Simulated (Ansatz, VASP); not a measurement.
## Cu4SeS in two plane-wave programs

Aim: how closely do two programs agree when they are given the same cell, functional and k mesh? The cell is invented: As first built, before any earlier steps moved the atoms: it takes the Cu2Se structure with some of its atoms replaced by other elements, volume scaled by an estimate. It may not be a known or stable phase. The cell comes out of the VASP series on this material, whose earlier steps may have relaxed, scaled or displaced it; both programs get it as it stands.

Program: Ansatz 0.2.0. Level of theory: plane waves, with VASP 6.6.1 beside it; relaxation of cell and atoms at PBE with D4, single point at PBE with D4 and band structure at PBE with D4, spin-orbit coupling. Results are calculated unless marked as measured.

## (1) The structure

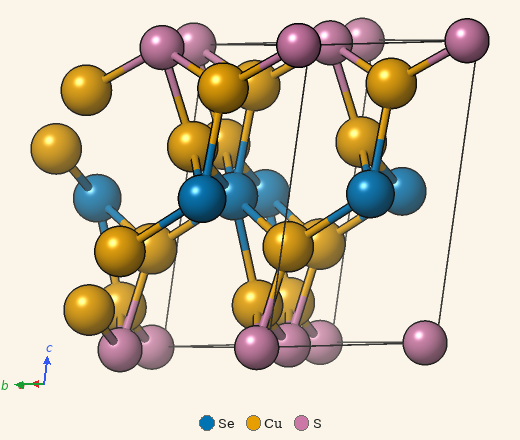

Start, viewed from a free direction; selenium blue, copper orange, sulfur pink. 1×2×1 cells are drawn. This picture shows the conventional cell, with its axes. Bonds to atoms that aren't drawn are left out. Some periodic images of atoms are drawn too.

Coordinates:

```xyz
6
Lattice="3.6559 -1.9280 0.0000 3.6559 1.9280 0.0000 -3.4538 0.0000 6.5798" Properties=species:S:1:pos:R:3 pbc="T T T"
Se    1.9290    0.0600    3.2899
Cu    4.0620   -0.4574    4.4029
Cu    2.0222   -0.4510    0.8989
Cu   -0.2040   -0.4574    2.1769
Cu    1.8358   -0.4510    5.6809
S     3.6559   -1.6721    0.0000
```

## (2) VASP: relaxation of cell and atoms, PBE with D4

The relaxed volume is the usual yardstick between codes: its relative difference is about their pressure difference at one cell divided by the bulk modulus.

Lines of VASP's logs that name or quote its potential files are left out, and so is its time.

INCAR

```
SYSTEM = Cu4SeS
PREC = Accurate
ENCUT = 400
EDIFF = 1E-06
NELM = 100
ISMEAR = 0
SIGMA = 0.05
LREAL = .FALSE.
ALGO = Normal
GGA = PE
IVDW = 13
NBANDS = 34
LASPH = .TRUE.
LORBIT = 11
LWAVE = .FALSE.
LCHARG = .FALSE.
KPAR = 2
IBRION = 2
NSW = 60
ISIF = 3
EDIFFG = -0.01
```

POSCAR

```
Cu4SeS
1.0
    3.6558994800     -1.9280378700      0.0000000000
    3.6558994800      1.9280378700      0.0000000000
   -3.4538028000      0.0000000000      6.5798478300
Se Cu S
1 4 1
Direct
    0.4844462240      0.5155537760      0.5000000000
    0.9902439260      0.7529940510      0.6691531290
    0.4580624410      0.2241264360      0.1366140640
    0.2470059490      0.0097560750      0.3308468710
    0.7758735640      0.5419375590      0.8633859360
    0.9336199910      0.0663800090      0.0000000000
```

KPOINTS

```
Automatic mesh
0
Gamma
7 7 4
0 0 0
```

PAW data sets: Se, Cu and S (PBE family, release 64).

Run with:

```console
$ mpirun -np 2 vasp_std
```

Numbers of over 12 decimals in the logs are rounded to 6 here.

Output:

```text
[banner, memory and clock lines left out]
running    2 mpi-ranks, on    1 nodes
 distrk:  each k-point on    1 cores,    2 groups
 distr:  one band on    1 cores,    1 groups

 POSCAR found type information on POSCAR SeCuS
 POSCAR found :  3 types and       6 ions
 LDA part: xc-table for (Slater+PW92), standard interpolation
 POSCAR, INCAR and KPOINTS ok, starting setup
 FFT: planning ... GRIDC
 FFT: planning ... GRID_SOFT
 FFT: planning ... GRID
 WAVECAR not read
 entering main loop
       N       E                     dE             d eps       ncg     rms          rms(c)
DAV:   1     0.438594678672E+03    0.43859E+03   -0.21002E+04  4080   0.196E+03
DAV:   2     0.232651673983E+02   -0.41533E+03   -0.40595E+03  4084   0.401E+02
DAV:   3    -0.233563919187E+02   -0.46622E+02   -0.45329E+02  5352   0.171E+02
DAV:   4    -0.257293388299E+02   -0.23729E+01   -0.23504E+01  6410   0.411E+01
DAV:   5    -0.257605674175E+02   -0.31229E-01   -0.31194E-01  6430   0.583E+00    0.173E+01
DAV:   6    -0.249645763762E+02    0.79599E+00   -0.51211E+01  5372   0.132E+02    0.114E+01
DAV:   7    -0.227127907571E+02    0.22518E+01   -0.12015E+01  4802   0.774E+01    0.419E+00
DAV:   8    -0.228220967900E+02   -0.10931E+00   -0.19438E+00  5916   0.312E+01    0.253E+00
DAV:   9    -0.227725375027E+02    0.49559E-01   -0.51887E-01  5282   0.298E+01    0.134E+00
DAV:  10    -0.227453740997E+02    0.27163E-01   -0.13380E-01  6284   0.117E+01    0.381E-01
DAV:  11    -0.227464132875E+02   -0.10392E-02   -0.35121E-02  6744   0.348E+00    0.100E-01
DAV:  12    -0.227469088767E+02   -0.49559E-03   -0.57043E-03  4996   0.162E+00    0.748E-02
DAV:  13    -0.227468900978E+02    0.18779E-04   -0.60730E-04  5086   0.107E+00    0.516E-02
DAV:  14    -0.227468918440E+02   -0.17462E-05   -0.13606E-04  6200   0.161E-01    0.323E-02
DAV:  15    -0.227468813913E+02    0.10453E-04   -0.22337E-05  7600   0.169E-01    0.146E-02
DAV:  16    -0.227468791271E+02    0.22642E-05   -0.17170E-05  6158   0.719E-02    0.603E-03
DAV:  17    -0.227468789867E+02    0.14033E-06   -0.21475E-06  2544   0.301E-02
   1 F= -.25494546E+02 E0= -.25494546E+02  d E =-.254945E+02
[... from here on, the cycles between the ionic steps are left out ...]
   2 F= -.25494812E+02 E0= -.25494812E+02  d E =-.265787E-03
   3 F= -.25494848E+02 E0= -.25494848E+02  d E =-.301558E-03
  19 F= -.25497172E+02 E0= -.25497172E+02  d E =-.709356E-03
  20 F= -.25497341E+02 E0= -.25497341E+02  d E =-.169097E-03
  21 F= -.25497341E+02 E0= -.25497341E+02  d E =-.169067E-03
  22 F= -.25497323E+02 E0= -.25497323E+02  d E =-.150789E-03
  23 F= -.25497336E+02 E0= -.25497336E+02  d E =-.164095E-03
  24 F= -.25497339E+02 E0= -.25497339E+02  d E =-.166914E-03
  25 F= -.25497340E+02 E0= -.25497340E+02  d E =-.167857E-03
  26 F= -.25497340E+02 E0= -.25497340E+02  d E =-.168167E-03
  27 F= -.25497412E+02 E0= -.25497412E+02  d E =-.714257E-04
  28 F= -.25497446E+02 E0= -.25497446E+02  d E =-.105874E-03
  29 F= -.25497489E+02 E0= -.25497489E+02  d E =-.430808E-04
 trial-energy change:   -0.000043  1 .order   -0.000047   -0.000075   -0.000019
 step:   1.9493(harm=  1.9493)  dis= 0.00179  next Energy=   -25.497497 (dE=-0.504E-04)
 bond charge predicted
       N       E                     dE             d eps       ncg     rms          rms(c)
DAV:   1    -0.227505488714E+02   -0.22523E-03   -0.66575E-03  4252   0.497E-01    0.241E-02
DAV:   2    -0.227505596017E+02   -0.10730E-04   -0.22089E-04  6508   0.174E-01    0.101E-02
DAV:   3    -0.227505579325E+02    0.16692E-05   -0.17283E-05  5464   0.807E-02    0.646E-03
DAV:   4    -0.227505574038E+02    0.52865E-06   -0.10864E-06  2258   0.286E-02
  30 F= -.25497493E+02 E0= -.25497493E+02  d E =-.468301E-04
 curvature:  -2.55 expect dE=-0.881E-04 dE for cont linesearch -0.336E-06
 trial: gam= 0.43660 g(F)=  0.901E-05 g(S)=  0.256E-04 ort = 0.422E-05 (trialstep = 0.154E+01)
 search vector abs. value=  0.641E-04
 reached required accuracy - stopping structural energy minimisation
```

OUTCAR, selected parts (step 2):

```text
ion  position               nearest neighbor table
   1  0.484  0.516  0.500-   2 2.36   4 2.36   3 2.45   5 2.45   4 2.46   2 2.46
   2  0.990  0.753  0.669-   6 2.30   1 2.36   1 2.46   5 2.57   5 2.71   5 2.72
   3  0.458  0.224  0.137-   6 2.23   6 2.32   1 2.45   4 2.57   5 2.66   5 2.66   4 2.71   4 2.72

  LATTYP: Found a base centered monoclinic cell.
 ALAT       =     7.3117989600
 B/A-ratio  =     0.5273771559
 C/A-ratio  =     1.0163337576
 COS(beta)  =    -0.4647687769

 Subroutine GETGRP returns: Found  2 space group operations
 (whereof  2 operations were pure point group operations)

The static configuration has the point symmetry C_2 .

 Found     60 irreducible k-points:

   k-points           NKPTS =     60   k-points in BZ     NKDIM =     60   number of bands    NBANDS=     34

   dimension x,y,z NGX =    28 NGY =   28 NGZ =   48
   dimension x,y,z NGXF=    56 NGYF=   56 NGZF=   96

   ENCUT  =  400.0 eV  29.40 Ry    5.42 a.u.   6.74  6.74 12.12*2*pi/ulx,y,z

   NELECT =      56.0000    total number of electrons

 k-points in reciprocal lattice and weights: Automatic mesh
   0.00000000  0.00000000  0.00000000       0.005
   0.14285714  0.00000000 -0.00000000       0.020
   0.28571429  0.00000000 -0.00000000       0.020
   0.42857143 -0.00000000 -0.00000000       0.020
   0.14285714  0.14285714 -0.00000000       0.010
   0.28571429  0.14285714 -0.00000000       0.020
   0.42857143  0.14285714 -0.00000000       0.020
  -0.42857143  0.14285714  0.00000000       0.020
  -0.28571429  0.14285714  0.00000000       0.020
[...]
0.42857143  0.42857143  0.50000000       0.010
  -0.42857143  0.42857143  0.50000000       0.010

 average (electrostatic) potential at core
       1 -52.7635       2 -64.8107       3 -65.0668       4 -64.8107       5 -65.0668
       6 -86.4991

 E-fermi :   6.7516

 k-point     1 :       0.0000    0.0000    0.0000
  band No.  band energies     occupation
    ...
     24       4.9912      2.00000
     25       5.1261      2.00000
     26       5.7533      2.00000
     27       5.9320      2.00000
     28       6.2742      2.00000
     29       6.9006      0.00003
     30       7.6014      0.00000
     31      10.2088      0.00000
     32      11.2165      0.00000
     33      11.4625      0.00000
    ...

 k-point     2 :       0.1429    0.0000   -0.0000
  band No.  band energies     occupation
    ...
     24       4.7841      2.00000
     25       4.8444      2.00000
     26       5.4208      2.00000
     27       5.7994      2.00000
     28       6.2870      2.00000
     29       7.2663      0.00000
     30       8.3223      0.00000
     31       9.8786      0.00000
     32      10.4221      0.00000
     33      10.9359      0.00000
    ...

 k-point     3 :       0.2857    0.0000   -0.0000
  band No.  band energies     occupation
    ...
     24       4.4122      2.00000
     25       4.5778      2.00000
     26       5.1740      2.00000
     27       5.4372      2.00000
     28       5.8729      2.00000
     29       7.9830      0.00000
     30       8.4399      0.00000
     31       9.1765      0.00000
     32      10.5142      0.00000
     33      11.0938      0.00000
    ...

  DFT-D4 for vdW energy calculation

  Edisp (eV):   -2.74694

  Total      -0.04581    -0.02161     0.01936     0.00000     0.00000    -0.01095
  in kB      -0.79124    -0.37323     0.33439     0.00000     0.00000    -0.18917
  external pressure =       -0.28 kB  Pullay stress =        0.00 kB

  energy-cutoff  :      400.00
  volume of cell :       92.76
      direct lattice vectors                 reciprocal lattice vectors
     3.649135771 -1.934703643  0.015390199     0.136717917 -0.258437514  0.071328477
     3.649135771  1.934703643  0.015390199     0.136717917  0.258437514  0.071328477
    -3.419750515  0.000000000  6.554761637    -0.000642011  0.000000000  0.152225899

 POSITION                                       TOTAL-FORCE (eV/Angst)
 -----------------------------------------------------------------------------------
      1.93926      0.00812      3.29277        -0.000000     -0.006162     -0.000000
      4.09639     -0.46894      4.41299        -0.001286      0.000565      0.001477
      2.01244     -0.42399      0.88651         0.002811     -0.001005     -0.006043
     -0.21787     -0.46894      2.17255         0.001286      0.000565     -0.001477
      1.86608     -0.42399      5.69904        -0.002811     -0.001005      0.006043
      3.64914     -1.66312      0.01539         0.000000      0.007041      0.000000
 -----------------------------------------------------------------------------------
    total drift:                               -0.000001     -0.000204     -0.000000

  FREE ENERGIE OF THE ION-ELECTRON SYSTEM (eV)
  ---------------------------------------------------
  free  energy   TOTEN  =       -25.4974930138 eV

  energy  without entropy=      -25.4974929728  energy(sigma->0) =      -25.49749299

 reached required accuracy - stopping structural energy minimisation

 total charge
# of ion       s       p       d       tot
------------------------------------------
    1        1.437   2.376   0.085   3.897
    2        0.377   0.319   9.273   9.969
    3        0.389   0.358   9.264  10.011
    4        0.377   0.319   9.273   9.969
    5        0.389   0.358   9.264  10.011
    6        1.307   2.385   0.000   3.692
--------------------------------------------------
tot          4.274   6.116  37.158  47.548

[... 3 further parts left out ...]
```

CONTCAR:

```
Cu4SeS
   1.00000000000000
     3.6491357707163776   -1.9347036426251021    0.0153901992086079
     3.6491357707163776    1.9347036426251021    0.0153901992086079
    -3.4197505146389235    0.0000000000000000    6.5547616365049111
  Se              Cu              S
     1     4     1
Direct
     0.4979007058902283    0.5020992941097713    0.5000000000000000
     0.9960156287935314    0.7536296852667209    0.6691419501505845
     0.4479453781083316    0.2287934130857138    0.1336572850414202
     0.2463703147332793    0.0039843722064651    0.3308580498494151
     0.7712065869142862    0.5520546218916687    0.8663427149585796
     0.9298134805603464    0.0701865194396536    0.0000000000000000
```

This run has no spin polarisation, although Cu can carry a moment. The gap is read on the k-mesh alone, so it is an upper bound where the band edges lie off the mesh. The run keeps the 2 symmetry operations of its start, so it cannot find a distortion of lower symmetry.

(Part 1 of 3 ends here.)

[Lines on the potential files, build, host, timing and source positions are cut from VASP's logs without a mark.]

[Logs are printed without paths, hosts, clocks, repeated set-up lines and the standing remarks that a program may print on its own settings, such as how far it seeks lower states.]

[Hosts, paths, dates, database ids (printed as entryN), source tags and the programs' standing remarks are cut or masked in the printed files.]
